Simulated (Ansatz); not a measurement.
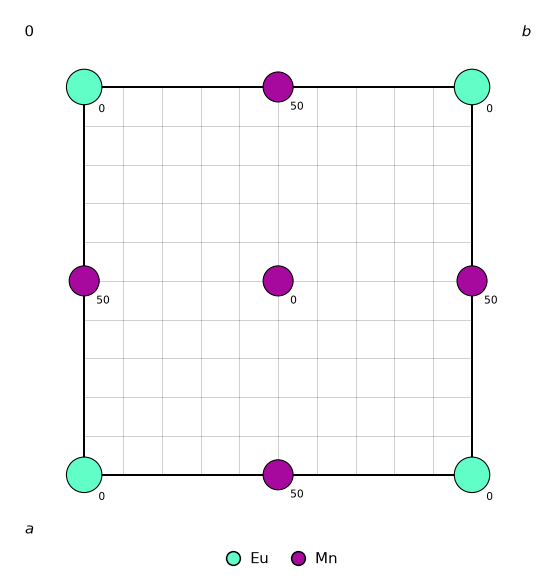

Plan of a unit cell projected along c (a down the page, b across); the numbers are heights in hundredths of c, and atoms on the cell's edges are repeated. The grid marks tenths of a and b. Source: the input geometry of an electronic-structure calculation (not necessarily at equilibrium); the starting structure was generated, so it need not be a known form of this composition. All values are computed from the atomic coordinates in the standard setting (tolerance 0.002 Å).

a = 4.170 Å, b = 4.170 Å, c = 4.170 Å, α = 90.00°, β = 90.00°, γ = 90.00°.

> What does the cell contain?

1 Eu, 3 Mn: EuMn3, Z = 1.

> Give the fractional coordinates of all atoms, to two places.

| atom | x | y | z |
| --- | --- | --- | --- |
| Eu | 0.00 | 0.00 | 0.00 |
| Mn | 0.00 | 0.50 | 0.50 |
| Mn | 0.50 | 0.50 | 0.00 |
| Mn | 0.50 | 0.00 | 0.50 |
